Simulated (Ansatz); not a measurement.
# AlBH4O2S: a spread of methods and bases

Aim: run AlBH4O2S under a spread of inputs, and see what each costs and gives.

The runs use Ansatz 0.2.0, Gaussian basis; the settings change from run to run.

**1. The molecule**

An earlier PBE0-D4 in a triple-zeta def2 set relaxation fixed the geometry.

9 atoms, charge 0, spin multiplicity 1.

Atoms are counted from 1 here; the program's logs count them from 0.

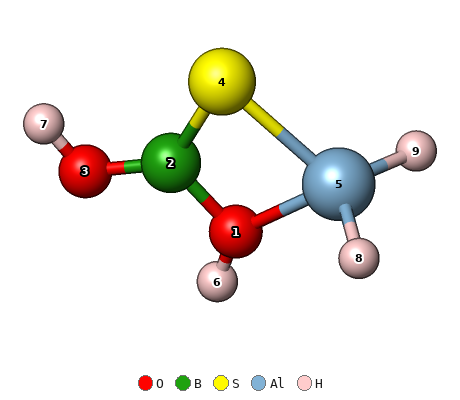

The geometry (oxygen red, boron green, sulfur yellow, aluminium light blue, hydrogen pink); atoms are numbered from 1 in the order of the file.

**2. B97/aug-pcseg-2**

Options: relativity set to none.

The input, in.yaml:

```yaml
crystal:
  periodic: [false, false, false]
  atoms:
    - {symbol: O, position_ang: [-0.133290, 0.038646, 0.863698]}
    - {symbol: B, position_ang: [0.106925, 0.900498, -0.243394]}
    - {symbol: O, position_ang: [0.194030, 2.217507, 0.041654]}
    - {symbol: S, position_ang: [0.236376, -0.026150, -1.758756]}
    - {symbol: Al, position_ang: [-0.103956, -1.633500, -0.162799]}
    - {symbol: H, position_ang: [-0.190758, 0.394296, 1.754899]}
    - {symbol: H, position_ang: [0.360707, 2.763069, -0.730333]}
    - {symbol: H, position_ang: [1.175631, -2.441463, 0.306011]}
    - {symbol: H, position_ang: [-1.557164, -2.259103, -0.088080]}
basis:
  gaussian: {orbitals: aug-pcseg-2}
hamiltonian: {xc: {name: B97}, pseudopotentials: {relativity: none}}
```

The run is started by

```bash
> ansatz run in.yaml --threads 4 --pin off --events-out ev --progress --plain --max-ram 10444MiB
```

What it wrote:

```text
Functional definition: B97
  name "B97"
  cite "Becke, J. Chem. Phys. 107, 8554 (1997) doi:10.1063/1.475007"
  parameter cx = 0.1943
  parameter cx0 = 0.8094
  parameter cx1 = 0.5073
  parameter cx2 = 0.7481
  parameter css0 = 0.1737
  parameter css1 = 2.3487
  parameter css2 = -2.4868
  parameter cos0 = 0.9454
  parameter cos1 = 0.7471
  parameter cos2 = -4.5961
  exchange = spin_sum(e_x_unif_s*poly(b97_u_x, cx0, cx1, cx2)) + cx*exact_x
  correlation = spin_sum(e_c_pw_same_spin*poly(b97_u_same, css0, css1, css2))
      + integral(e_c_pw_opposite_spin*poly(b97_u_opposite, cos0, cos1, cos2))
1496 factors; their error is unknown
mean field evaluation 1: about -22263.3603 eV, gradient 7.1e1 eV
mean field evaluation 2: about -22250.7808 eV, gradient 1.1e2 eV
mean field evaluation 4: about -22271.6830 eV, gradient 4.4e0 eV
mean field evaluation 8: about -22271.7853 eV, gradient 2.8e-1 eV
mean field evaluation 16: about -22271.7854 eV, gradient 5.3e-5 eV
mean field -22271.78539446 eV, -818.4730168881 hartree, gradient 5.3e-5 eV, S^2 0.000000; 0 other end points of the search recorded, 0 dependent functions left out
reference -22271.78544003 eV, -818.4730185627 hartree; 27, 27 occupied and 303, 303 virtual orbitals, 1496 factors
Total energy: -22271.78544003 eV, -818.4730185627 hartree
```

Run time: 11 s. Hardware: 4 threads of Intel Xeon at 2.80GHz, shared host; peak memory 0.91 GiB.

**3. HSE06/cc-pVTZ**

This run has D3(BJ) dispersion.

in.yaml: that of step 2 with these lines changed.

```diff
@@ -13,3 +13,3 @@
 basis:
-  gaussian: {orbitals: aug-pcseg-2}
-hamiltonian: {xc: {name: B97}, pseudopotentials: {relativity: none}}
+  gaussian: {orbitals: cc-pVTZ}
+hamiltonian: {xc: {name: HSE06}, dispersion: d3bj}
```

The command is unchanged.

What it wrote, shortened:

```text
Functional definition: HSE06
  name "HSE06"
  cite "Heyd, Scuseria & Ernzerhof, J. Chem. Phys. 118, 8207 (2003) doi:10.1063/1.1564060"
  cite "Krukau, Vydrov, Izmaylov & Scuseria, J. Chem. Phys. 125, 224106 (2006) doi:10.1063/1.2404663"
  cite "Heyd & Scuseria, J. Chem. Phys. 120, 7274 (2004) doi:10.1063/1.1668634"
  cite "Ernzerhof & Perdew, J. Chem. Phys. 109, 3313 (1998) doi:10.1063/1.476928"
  cite "Perdew, Burke & Ernzerhof, Phys. Rev. Lett. 77, 3865 (1996) doi:10.1103/PhysRevLett.77.3865"
  parent pbe
[...]
  # The whole range is PBE's own exchange, as in plane waves. The composition of these papers is wPBEh.
[...]
1355 factors; their error is unknown
111 factors; integrals over basis functions are off by at most 4.7e-7 eV
[...]
mean field -22262.54595455 eV, -818.1334737341 hartree, gradient 2.6e-5 eV, S^2 0.000000; 0 other end points of the search recorded, 0 dependent functions left out
reference -22262.54600058 eV, -818.1334754257 hartree; 27, 27 occupied and 187, 187 virtual orbitals, 1355 factors
Total energy: -22262.69596038 eV, -818.1389863466 hartree
```

Run time: 2.8 s. Hardware: 4 threads of Intel Xeon at 2.80GHz, shared host.

**4. B3LYP5/STO-3G**

Set apart from the defaults: relativity set to none.

in.yaml: that of step 3 with these lines changed.

```diff
@@ -13,3 +13,3 @@
 basis:
-  gaussian: {orbitals: cc-pVTZ}
-hamiltonian: {xc: {name: HSE06}, dispersion: d3bj}
+  gaussian: {orbitals: STO-3G}
+hamiltonian: {xc: {name: B3LYP5}, pseudopotentials: {relativity: none}}
```

Same command.

What it wrote, shortened:

```text
Functional definition: B3LYP5
  name "B3LYP5"
  cite "Stephens, Devlin, Chabalowski & Frisch, J. Phys. Chem. 98, 11623 (1994) doi:10.1021/j100096a001"
  cite "Becke, Phys. Rev. A 38, 3098 (1988) doi:10.1103/PhysRevA.38.3098"
  cite "Lee, Yang & Parr, Phys. Rev. B 37, 785 (1988) doi:10.1103/PhysRevB.37.785"
  cite "Vosko, Wilk & Nusair, Can. J. Phys. 58, 1200 (1980) doi:10.1139/p80-159"
[...]
465 factors; integrals over basis functions are off by at most 8.1e-5 eV
[...]
mean field -22002.16362847 eV, -808.5645997442 hartree, gradient 1.4e-5 eV, S^2 0.000000; 0 other end points of the search recorded, 0 dependent functions left out
reference -22002.16382538 eV, -808.5646069805 hartree; 27, 27 occupied and 10, 10 virtual orbitals, 465 factors
Total energy: -22002.16382538 eV, -808.5646069805 hartree
```

It took 0.55 s on 4 threads of Intel Xeon at 2.80GHz, shared host.

**5. RPBE/6-31++G****

Set apart from the defaults: atoms shaken by 0.15 Å, D4 dispersion.

The input, in.yaml:

```yaml
crystal:
  periodic: [false, false, false]
  atoms:
    - {symbol: O, position_ang: [-0.323325, -0.147390, 0.937483]}
    - {symbol: B, position_ang: [0.202138, 0.866531, -0.164680]}
    - {symbol: O, position_ang: [0.167286, 2.346154, -0.169753]}
    - {symbol: S, position_ang: [0.372665, -0.135086, -1.470570]}
    - {symbol: Al, position_ang: [0.158299, -1.755221, 0.092775]}
    - {symbol: H, position_ang: [-0.083883, 0.542836, 1.882056]}
    - {symbol: H, position_ang: [0.431439, 2.645605, -0.883134]}
    - {symbol: H, position_ang: [1.364292, -2.563917, 0.312994]}
    - {symbol: H, position_ang: [-1.628079, -2.341912, -0.041672]}
basis:
  gaussian: {orbitals: "6-31++G**"}
hamiltonian: {xc: {name: RPBE}, dispersion: d4}
```

Same command.

What it wrote:

```text
Functional definition: RPBE
  name "RPBE"
  cite "Hammer, Hansen & Nørskov, Phys. Rev. B 59, 7413 (1999) doi:10.1103/PhysRevB.59.7413"
  cite "Perdew, Burke & Ernzerhof, Phys. Rev. Lett. 77, 3865 (1996) doi:10.1103/PhysRevLett.77.3865"
  parameter kappa = 0.804
  parameter beta = 0.06672455060314922
  exchange = rpbe_x(kappa = kappa, mu = beta*pi^2/3)
  correlation = pbe_c(beta = beta)
1205 factors; their error is unknown
mean field evaluation 1: about -22254.7121 eV, gradient 7.8e1 eV
mean field evaluation 2: about -22200.2378 eV, gradient 1.7e2 eV
mean field evaluation 4: about -22266.2735 eV, gradient 1.1e1 eV
mean field evaluation 8: about -22266.6333 eV, gradient 1.9e-1 eV
mean field evaluation 16: about -22266.5556 eV, gradient 1.3e-4 eV
mean field -22266.55564971 eV, -818.2808273132 hartree, gradient 4.7e-5 eV, S^2 0.000000; 0 other end points of the search recorded, 0 dependent functions left out
reference -22266.55572920 eV, -818.2808302347 hartree; 27, 27 occupied and 100, 100 virtual orbitals, 1205 factors
Total energy: -22267.31037635 eV, -818.3085630059 hartree
```

It took 1.4 s on 4 threads of Intel Xeon at 2.80GHz, shared host.

**6. PBE-QIDH/ANO-RCC-VTZP**

This run has a grid of angular degree 11.

The input, in.yaml:

```yaml
crystal:
  periodic: [false, false, false]
  atoms:
    - {symbol: O, position_ang: [-0.133290, 0.038646, 0.863698]}
    - {symbol: B, position_ang: [0.106925, 0.900498, -0.243394]}
    - {symbol: O, position_ang: [0.194030, 2.217507, 0.041654]}
    - {symbol: S, position_ang: [0.236376, -0.026150, -1.758756]}
    - {symbol: Al, position_ang: [-0.103956, -1.633500, -0.162799]}
    - {symbol: H, position_ang: [-0.190758, 0.394296, 1.754899]}
    - {symbol: H, position_ang: [0.360707, 2.763069, -0.730333]}
    - {symbol: H, position_ang: [1.175631, -2.441463, 0.306011]}
    - {symbol: H, position_ang: [-1.557164, -2.259103, -0.088080]}
basis:
  gaussian: {orbitals: ANO-RCC-VTZP, final_grid: {core_spheres: 5, valence_spheres: 4, degree: 11}}
hamiltonian: {xc: {name: PBE-QIDH}}
output: {forces: true}
```

Same command.

What it wrote, shortened:

```text
Functional definition: PBE-QIDH
  name "PBE-QIDH"
  cite "Brémond, Sancho-García, Pérez-Jiménez & Adamo, J. Chem. Phys. 141, 031101 (2014) doi:10.1063/1.4890314"
  cite "Perdew, Burke & Ernzerhof, Phys. Rev. Lett. 77, 3865 (1996) doi:10.1103/PhysRevLett.77.3865"
[...]
1309 factors; integrals over basis functions are off by at most 1.2e-3 eV
[...]
mean field -22294.44375442 eV, -819.3056962583 hartree, gradient 8.1e-6 eV, S^2 0.000000; 0 other end points of the search recorded, 0 dependent functions left out
13 core orbitals not correlated: weight in the atoms' cores, before any rotation towards them, 1.000 or more for the frozen orbitals, at most 0.000 for the correlated occupied ones
reference -22294.44377682 eV, -819.3056970813 hartree; 14, 14 occupied and 187, 187 virtual orbitals, 1309 factors
second order -25.44602621 eV of doubles, -0.00000000 eV of singles
[...]
Total energy: -22302.92578555 eV, -819.6174051530 hartree
Relativity: scalar
Atom 0 at    -0.133290     0.038646     0.863698 Å, force     0.011597     0.163631     0.108691 eV/Å
Atom 1 at     0.106925     0.900498    -0.243394 Å, force    -0.007045     0.086915     0.096855 eV/Å
Atom 2 at     0.194030     2.217507     0.041654 Å, force     0.040321    -0.037429    -0.262734 eV/Å
Atom 3 at     0.236376    -0.026150    -1.758756 Å, force    -0.018433    -0.023401     0.134915 eV/Å
Atom 4 at    -0.103956    -1.633500    -0.162799 Å, force    -0.003812    -0.014767     0.025017 eV/Å
Atom 5 at    -0.190758     0.394296     1.754899 Å, force     0.021519    -0.103283    -0.294906 eV/Å
Atom 6 at     0.360707     2.763069    -0.730333 Å, force    -0.058968    -0.199208     0.243294 eV/Å
Atom 7 at     1.175631    -2.441463     0.306011 Å, force    -0.101220     0.071460    -0.040885 eV/Å
Atom 8 at    -1.557164    -2.259103    -0.088080 Å, force     0.116041     0.056082    -0.010248 eV/Å
Dipole moment:    -0.001178     0.561258     0.429174 e Å
```

Wall time 20 s (4 threads of Intel Xeon at 2.80GHz, shared host); peak memory 0.77 GiB.

Largest force 0.320 eV/Å, dipole 3.39 D.

**7. r2SCAN0/def2-SVP**

Options: multiplicity 3, density fitting with def2-universal-jkfit, D3(BJ) with three-body dispersion.

in.yaml: that of step 6 with these lines changed.

```diff
@@ -13,4 +13,4 @@
 basis:
-  gaussian: {orbitals: ANO-RCC-VTZP, final_grid: {core_spheres: 5, valence_spheres: 4, degree: 11}}
-hamiltonian: {xc: {name: PBE-QIDH}}
-output: {forces: true}
+  gaussian: {orbitals: def2-SVP, fitting: {mean_field: def2-universal-jkfit}}
+magnetization: {spin_polarized: true, initial_magnetization: 2}
+hamiltonian: {xc: {name: r2SCAN0}, dispersion: d3bjatm}
```

Launched as before.

What it wrote, shortened:

```text
Functional definition: r2SCAN0
  name "r2SCAN0"
  cite "Bursch, Neugebauer, Ehlert & Grimme, J. Chem. Phys. 156, 134105 (2022) doi:10.1063/5.0086040"
  cite "Furness, Kaplan, Ning, Perdew & Sun, J. Phys. Chem. Lett. 11, 8208 (2020) doi:10.1021/acs.jpclett.0c02405"
  cite "Furness, Kaplan, Ning, Perdew & Sun, J. Phys. Chem. Lett. 11, 9248 (2020) doi:10.1021/acs.jpclett.0c03077"
  parent r2scan
[...]
557 factors; integrals over basis functions are off by at most 3.9e-1 eV
[...]
mean field -22253.16884419 eV, -817.7888712843 hartree, gradient 2.6e-5 eV, S^2 2.010274; 6 other end points of the search recorded, 0 dependent functions left out
reference -22253.16885535 eV, -817.7888716946 hartree; 28, 26 occupied and 70, 72 virtual orbitals, 557 factors
Total energy: -22253.23631458 eV, -817.7913507754 hartree
```

It took 7.5 s on 4 threads of Intel Xeon at 2.80GHz, shared host.

⟨S²⟩ 2.010.

**8. PBE0-DH/cc-pVTZ-DK**

Options: atoms shaken by 0.03 Å.

The input, in.yaml:

```yaml
crystal:
  periodic: [false, false, false]
  atoms:
    - {symbol: O, position_ang: [-0.131242, 0.018073, 0.913808]}
    - {symbol: B, position_ang: [0.191516, 0.891602, -0.201423]}
    - {symbol: O, position_ang: [0.228123, 2.203519, 0.058119]}
    - {symbol: S, position_ang: [0.195790, -0.049427, -1.766482]}
    - {symbol: Al, position_ang: [-0.120371, -1.600202, -0.139439]}
    - {symbol: H, position_ang: [-0.190996, 0.355276, 1.756654]}
    - {symbol: H, position_ang: [0.376367, 2.720349, -0.718658]}
    - {symbol: H, position_ang: [1.211245, -2.517688, 0.320213]}
    - {symbol: H, position_ang: [-1.568739, -2.263974, -0.062984]}
basis:
  gaussian: {orbitals: cc-pVTZ-DK}
hamiltonian: {xc: {name: PBE0-DH}}
output: {forces: true}
```

Same command.

What it wrote, shortened:

```text
Functional definition: PBE0-DH
  name "PBE0-DH"
  cite "Brémond & Adamo, J. Chem. Phys. 135, 024106 (2011) doi:10.1063/1.3604569"
  cite "Perdew, Burke & Ernzerhof, Phys. Rev. Lett. 77, 3865 (1996) doi:10.1103/PhysRevLett.77.3865"
[...]
1275 factors; integrals over basis functions are off by at most 1.4e-3 eV
[...]
mean field -22302.92943888 eV, -819.6175394102 hartree, gradient 6.3e-6 eV, S^2 0.000000; 0 other end points of the search recorded, 0 dependent functions left out
13 core orbitals not correlated: weight in the atoms' cores, before any rotation towards them, 1.000 or more for the frozen orbitals, at most 0.000 for the correlated occupied ones
reference -22302.92946170 eV, -819.6175402491 hartree; 14, 14 occupied and 187, 187 virtual orbitals, 1275 factors
second order -27.62489825 eV of doubles, -0.00000000 eV of singles
[...]
Total energy: -22306.38257399 eV, -819.7444397848 hartree
Relativity: scalar
Atom 0 at    -0.131242     0.018073     0.913808 Å, force     0.717022    -0.377146    -3.433938 eV/Å
Atom 1 at     0.191516     0.891602    -0.201423 Å, force    -1.003601    -0.919191    -0.394613 eV/Å
Atom 2 at     0.228123     2.203519     0.058119 Å, force     0.189138    -0.288702     0.561415 eV/Å
Atom 3 at     0.195790    -0.049427    -1.766482 Å, force     0.284631     0.564926     0.996516 eV/Å
Atom 4 at    -0.120371    -1.600202    -0.139439 Å, force     0.564397    -1.196826     0.251573 eV/Å
Atom 5 at    -0.190996     0.355276     1.756654 Å, force    -0.180937     1.036198     2.735237 eV/Å
Atom 6 at     0.376367     2.720349    -0.718658 Å, force     0.112451     0.371768    -0.457509 eV/Å
Atom 7 at     1.211245    -2.517688     0.320213 Å, force    -0.828568     0.676569    -0.275348 eV/Å
Atom 8 at    -1.568739    -2.263974    -0.062984 Å, force     0.145467     0.132404     0.016667 eV/Å
Dipole moment:     0.010553     0.709272     0.425728 e Å
```

It took 11 s on 4 threads of Intel Xeon at 2.80GHz, shared host; peak memory 0.7 GiB.

Largest force 3.528 eV/Å, dipole 3.97 D.

**9. r2SCAN/aug-pcseg-2**

Set apart from the defaults: atoms shaken by 0.03 Å, high accuracy.

The input, in.yaml:

```yaml
crystal:
  periodic: [false, false, false]
  atoms:
    - {symbol: O, position_ang: [-0.148641, 0.020709, 0.861695]}
    - {symbol: B, position_ang: [0.089491, 0.924425, -0.266117]}
    - {symbol: O, position_ang: [0.219765, 2.194127, 0.096684]}
    - {symbol: S, position_ang: [0.232569, -0.007192, -1.743861]}
    - {symbol: Al, position_ang: [-0.113578, -1.582212, -0.150714]}
    - {symbol: H, position_ang: [-0.221528, 0.423528, 1.772243]}
    - {symbol: H, position_ang: [0.294919, 2.751196, -0.696733]}
    - {symbol: H, position_ang: [1.168175, -2.439521, 0.284549]}
    - {symbol: H, position_ang: [-1.577815, -2.281699, -0.080105]}
basis:
  gaussian: {orbitals: aug-pcseg-2}
hamiltonian: {xc: {name: r2SCAN}}
accuracy: high
output: {forces: true}
```

The command is unchanged.

What it wrote, shortened:

```text
Functional definition: r2SCAN
  name "r2SCAN"
  cite "Furness, Kaplan, Ning, Perdew & Sun, J. Phys. Chem. Lett. 11, 8208 (2020) doi:10.1021/acs.jpclett.0c02405"
  cite "Furness, Kaplan, Ning, Perdew & Sun, J. Phys. Chem. Lett. 11, 9248 (2020) doi:10.1021/acs.jpclett.0c03077"
  parent r2scan
[...]
5125 factors; integrals over basis functions are off by at most 3.5e-9 eV
[...]
mean field -22271.73010851 eV, -818.4709851668 hartree, gradient 1.9e-8 eV, S^2 0.000000; 0 other end points of the search recorded, 0 dependent functions left out
[...]
reference -22271.73011081 eV, -818.4709852515 hartree; 27, 27 occupied and 303, 303 virtual orbitals, 5125 factors
Total energy: -22271.73011081 eV, -818.4709852515 hartree
Atom 0 at    -0.148641     0.020709     0.861695 Å, force    -0.096710     1.263919     1.240344 eV/Å
Atom 1 at     0.089491     0.924425    -0.266117 Å, force    -0.009778    -1.419551     1.076960 eV/Å
Atom 2 at     0.219765     2.194127     0.096684 Å, force    -0.050080     1.431702    -0.688339 eV/Å
Atom 3 at     0.232569    -0.007192    -1.743861 Å, force     0.001273     0.025255    -0.850886 eV/Å
Atom 4 at    -0.113578    -1.582212    -0.150714 Å, force    -0.290199    -0.928530     0.253293 eV/Å
Atom 5 at    -0.221528     0.423528     1.772243 Å, force     0.112107    -0.778026    -1.454019 eV/Å
Atom 6 at     0.294919     2.751196    -0.696733 Å, force     0.076778    -0.036290     0.561260 eV/Å
Atom 7 at     1.168175    -2.439521     0.284549 Å, force    -0.164146     0.167974    -0.080007 eV/Å
Atom 8 at    -1.577815    -2.281699    -0.080105 Å, force     0.420755     0.273546    -0.058605 eV/Å
Dipole moment:    -0.023571     0.707706     0.392820 e Å
```

It took 42 s on 4 threads of Intel Xeon at 2.80GHz, shared host; peak memory 3.5 GiB.

Largest force 1.782 eV/Å, dipole 3.89 D.

**10. wPBEh/6-31G***

This run has atoms shaken by 0.03 Å, density fitting with cc-pVTZ-jkfit, the search for lower states set to full.

The input, in.yaml:

```yaml
crystal:
  periodic: [false, false, false]
  atoms:
    - {symbol: O, position_ang: [-0.176894, 0.027571, 0.912127]}
    - {symbol: B, position_ang: [0.135049, 0.884874, -0.217858]}
    - {symbol: O, position_ang: [0.213622, 2.217310, 0.003754]}
    - {symbol: S, position_ang: [0.229294, -0.043563, -1.725681]}
    - {symbol: Al, position_ang: [-0.105944, -1.633277, -0.199914]}
    - {symbol: H, position_ang: [-0.209357, 0.355138, 1.719615]}
    - {symbol: H, position_ang: [0.374272, 2.749109, -0.773957]}
    - {symbol: H, position_ang: [1.169403, -2.500728, 0.310257]}
    - {symbol: H, position_ang: [-1.579267, -2.246763, -0.113472]}
basis:
  gaussian: {orbitals: "6-31G*", fitting: {mean_field: cc-pVTZ-jkfit}}
hamiltonian: {xc: {name: wPBEh}}
scf: {lower_state_search: full}
```

The command is unchanged.

What it wrote, shortened:

```text
Functional definition: wPBEh
  name "wPBEh"
  cite "Heyd, Scuseria & Ernzerhof, J. Chem. Phys. 118, 8207 (2003) doi:10.1063/1.1564060"
  cite "Krukau, Vydrov, Izmaylov & Scuseria, J. Chem. Phys. 125, 224106 (2006) doi:10.1063/1.2404663"
  cite "Heyd & Scuseria, J. Chem. Phys. 120, 7274 (2004) doi:10.1063/1.1668634"
  cite "Ernzerhof & Perdew, J. Chem. Phys. 109, 3313 (1998) doi:10.1063/1.476928"
  cite "Perdew, Burke & Ernzerhof, Phys. Rev. Lett. 77, 3865 (1996) doi:10.1103/PhysRevLett.77.3865"
  parent pbe
[...]
599 factors; integrals over basis functions are off by at most 1.8e-1 eV
599 factors; integrals over basis functions are off by at most 1.8e-7 eV
[...]
mean field -22260.24167873 eV, -818.0487931596 hartree, gradient 1.9e-5 eV, S^2 0.000000; 0 other end points of the search recorded, 0 dependent functions left out
reference -22260.24172087 eV, -818.0487947083 hartree; 27, 27 occupied and 64, 64 virtual orbitals, 599 factors
Total energy: -22260.24172087 eV, -818.0487947083 hartree
```

Wall time 1.1 s (4 threads of Intel Xeon at 2.80GHz, shared host).

**11. The runs in one table**

```
                level  charge  multiplicity  geometry  functions  energy (eV)    time
      B97/aug-pcseg-2       0             1   relaxed        330   -22271.785    11 s
        HSE06/cc-pVTZ       0             1   relaxed        214   -22262.696   2.8 s
        B3LYP5/STO-3G       0             1   relaxed         37   -22002.164  0.55 s
       RPBE/6-31++G**       0             1    shaken        127   -22267.310   1.4 s
PBE-QIDH/ANO-RCC-VTZP       0             1   relaxed        214   -22302.926    20 s
     r2SCAN0/def2-SVP       0             3   relaxed         98   -22253.236   7.5 s
   PBE0-DH/cc-pVTZ-DK       0             1    shaken        214   -22306.383    11 s
   r2SCAN/aug-pcseg-2       0             1    shaken        330   -22271.730    42 s
         wPBEh/6-31G*       0             1    shaken         91   -22260.242   1.1 s
```

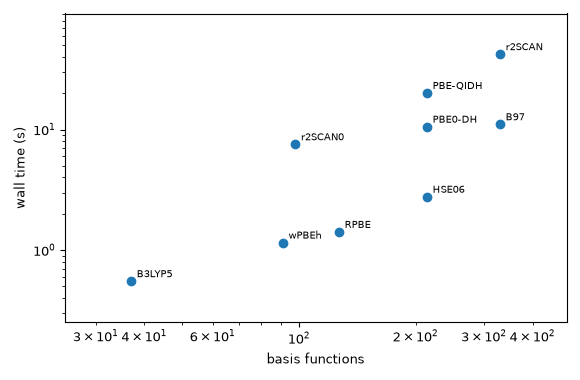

Wall time against the number of basis functions (shared host).

**12. Summary of results**

| quantity | value |
| --- | --- |
| runs | 9 |
| quickest | B3LYP5/STO-3G, 0.55 s |
| slowest | r2SCAN/aug-pcseg-2, 42 s |
| spread of total energies, same state and geometry | 300.8 eV |

What this shows: r2SCAN/aug-pcseg-2 took 76 times as long as B3LYP5/STO-3G. The jobs differ in tasks and options as well as level. The totals spread over 301 eV; they can't be compared across methods or bases. Some of these runs are scalar-relativistic and others not, which shifts the totals of all-electron atoms past neon by several eV an atom and more; core potentials, where a basis has them, take the core out of the total altogether. At the PBE0-D4/def2-TZVP geometry and in the same state, the sound runs without point charges leave forces up to 0.32 eV/Å (PBE-QIDH/ANO-RCC-VTZP), against 3.5 eV/Å where the atoms were moved.
